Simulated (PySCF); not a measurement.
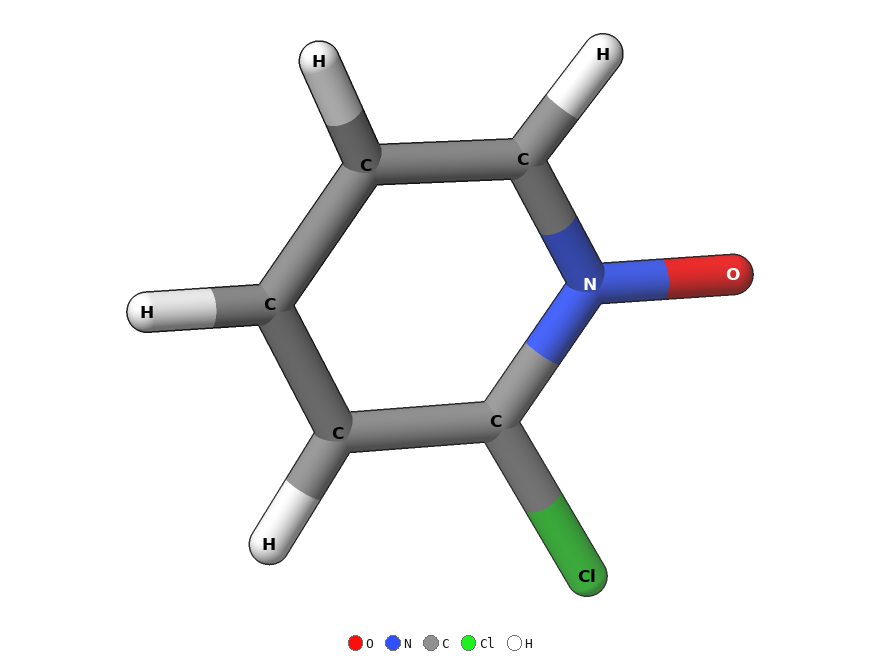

Every bond is drawn as one stick, whatever its order.

The computed structure is the end point of a GFN2-xTB optimisation. No frequency run is at hand to confirm it as a minimum.

Which formula does it have?

C5H4ClNO, 12 atoms: 5 carbon, 4 hydrogen, 1 chlorine, 1 nitrogen and 1 oxygen.

Count the bonded pairs by element.

4 C–C, 4 C–H, 2 C–N, 1 N–O, 1 C–Cl.

The parts below concern this one geometry. Atoms keep their numbers from picture to picture.

## Geometry

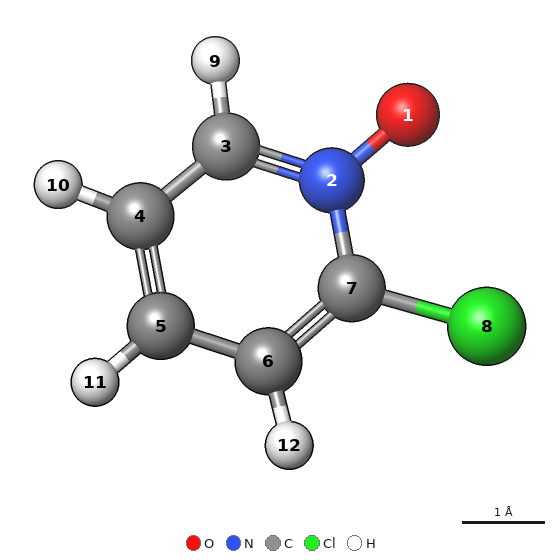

No frequency run is at hand to confirm it as a minimum.

Give the bond lengths.

```json
{"bond": "O1–N2", "length (Å)": "1.250", "order": "single"}
{"bond": "N2–C3", "length (Å)": "1.355", "order": "aromatic"}
{"bond": "N2–C7", "length (Å)": "1.366", "order": "aromatic"}
{"bond": "C3–C4", "length (Å)": "1.373", "order": "aromatic"}
{"bond": "C3–H9", "length (Å)": "1.079", "order": "single"}
{"bond": "C4–C5", "length (Å)": "1.387", "order": "aromatic"}
{"bond": "C4–H10", "length (Å)": "1.078", "order": "single"}
{"bond": "C5–C6", "length (Å)": "1.385", "order": "aromatic"}
{"bond": "C5–H11", "length (Å)": "1.077", "order": "single"}
{"bond": "C6–C7", "length (Å)": "1.378", "order": "aromatic"}
{"bond": "C6–H12", "length (Å)": "1.077", "order": "single"}
{"bond": "C7–Cl8", "length (Å)": "1.714", "order": "single"}
```

## Excitation

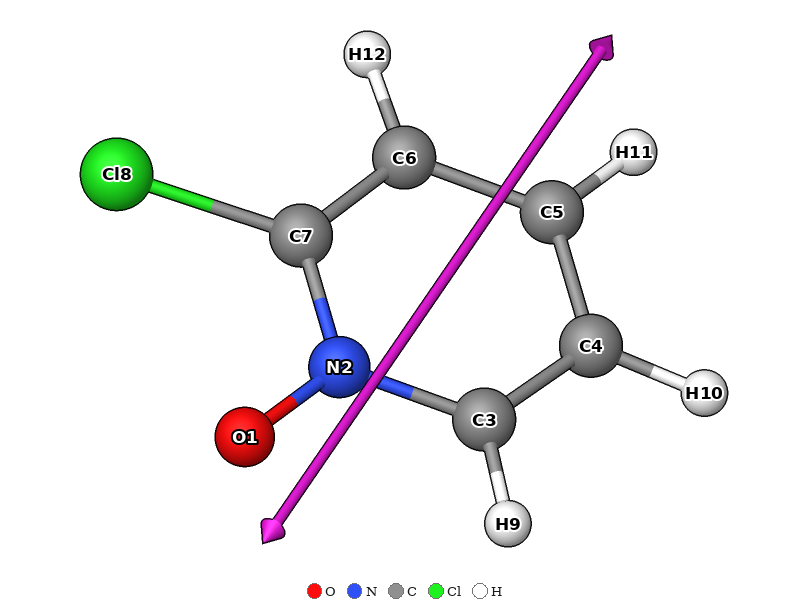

The double arrow shows the direction of the transition dipole to excited singlet state 3 (its length means nothing). No frequency run is at hand to confirm it as a minimum. Level of theory: TDDFT PBE0/def2-SVPD, vertical, gas phase, core orbitals frozen in the response (PySCF 2.14.0).

How is the transition polarised?

In the molecular plane, at 75° to the long direction C4···Cl8.

Where does the transition lie, and how strong is it?

4.97 eV (250 nm), oscillator strength 0.16, mainly HOMO → LUMO (weight 0.84); transition dipole 2.92 D.

## Polarisability

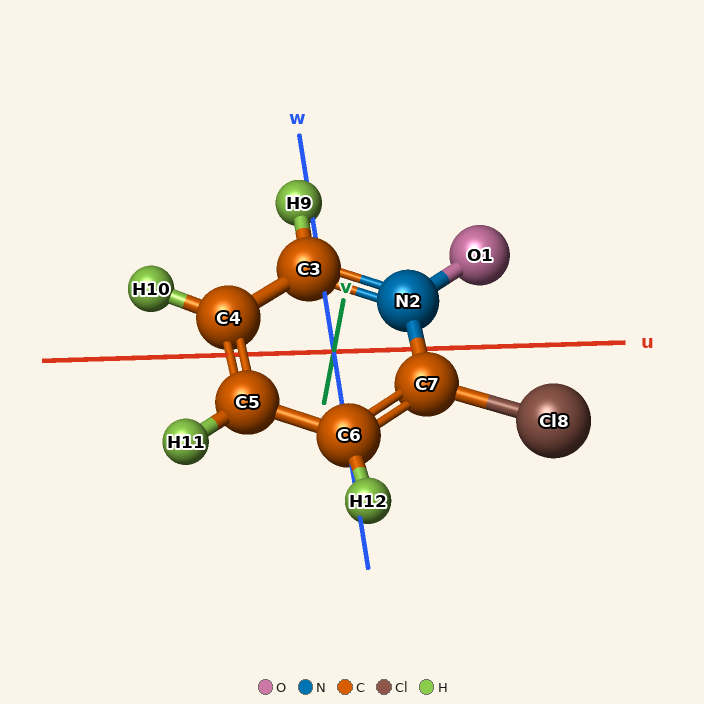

The lines u, v and w are the principal axes of the static dipole polarisability. No frequency run is at hand to confirm it as a minimum. Computed with PBE0/def2-SVPD (PySCF 2.14.0).

Along which axis is the molecule most polarisable, and along which least?

Most along u (in the molecular plane, at 25° to the long direction C4···Cl8), least along v (normal to the molecular plane).

Give the three principal values.

u 113.1, v 48.7, w 93.7 bohr³; mean 85.2, anisotropy 57.3 bohr³.

## NMR shielding

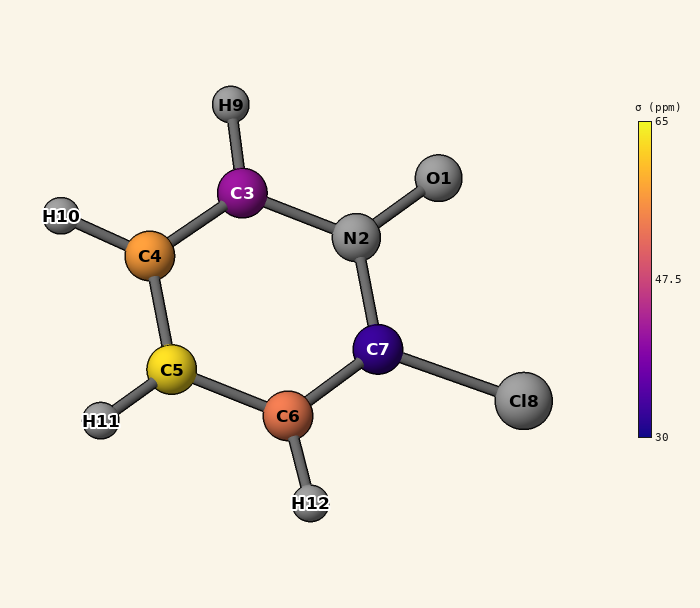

Atoms are coloured by their isotropic NMR shieldings (C only, the others grey). No frequency run is at hand to confirm it as a minimum. Properties computed with GIAO PBE0/pcSseg-1 NMR shielding, non-relativistic, gas phase (PySCF 2.14.0).

Which C atom is the most shielded (lowest chemical shift)?

C5 (62.6 ppm).

Which C atom is the least shielded (highest chemical shift)?

C7 (32.9 ppm).

How wide is the range of C shifts?

29.7 ppm.

List the isotropic NMR shieldings of the C atoms.

| atom | σ (ppm) |
| --- | --- |
| C3 | 41.7 |
| C4 | 56.9 |
| C5 | 62.6 |
| C6 | 53.6 |
| C7 | 32.9 |

## Ring current

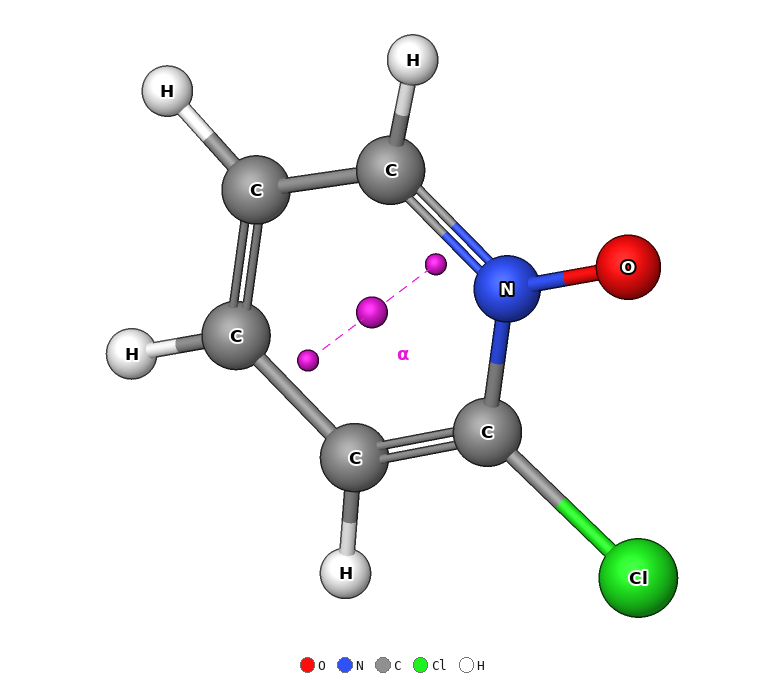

The small points mark where nucleus-independent chemical shifts (NICS) were computed: at the centre of each lettered ring and 1 Å above and below it. No frequency run is at hand to confirm it as a minimum. Properties computed with GIAO PBE0/pcSseg-1 NMR shielding, non-relativistic, gas phase (PySCF 2.14.0).

Give NICS(0), NICS(1) and the out-of-plane component NICS(1)zz for each ring (means of the two sides).

```tsv
ring	members	NICS(0)	NICS(1)	NICS(1)zz
α	C5N	−6.8	−8.6	−20.5
```

Values in ppm.

What do the values say about the ring currents?

Ring α: diatropic, as in an aromatic ring. NICS is one index among several.
